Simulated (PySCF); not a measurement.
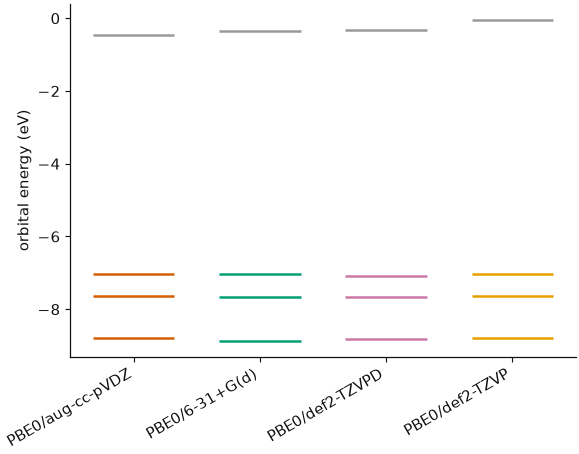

Frontier orbital energies of Si₂PNH₈, SMILES N[SiH2]P[SiH3] at one geometry, PySCF, at a PBE0-D3(BJ)/def2-SVP geometry (no frequency check). Empty levels are grey, levels within 0.1 eV stand side by side; all columns show the same few orbitals around the gap.

How do the frontier levels move from column to column?

Answer. The separation grows from 6.58 eV (PBE0/aug-cc-pVDZ) to 7.00 eV (PBE0/def2-TZVP).

```tsv
level	HOMO (eV)	LUMO (eV)	separation (eV)
PBE0/aug-cc-pVDZ	−7.03	−0.45	6.58
PBE0/6-31+G(d)	−7.04	−0.34	6.70
PBE0/def2-TZVPD	−7.08	−0.32	6.76
PBE0/def2-TZVP	−7.04	−0.04	7.00
```

Limits of at least one run: empty levels above zero depend strongly on the basis; one conformer of a flexible molecule.
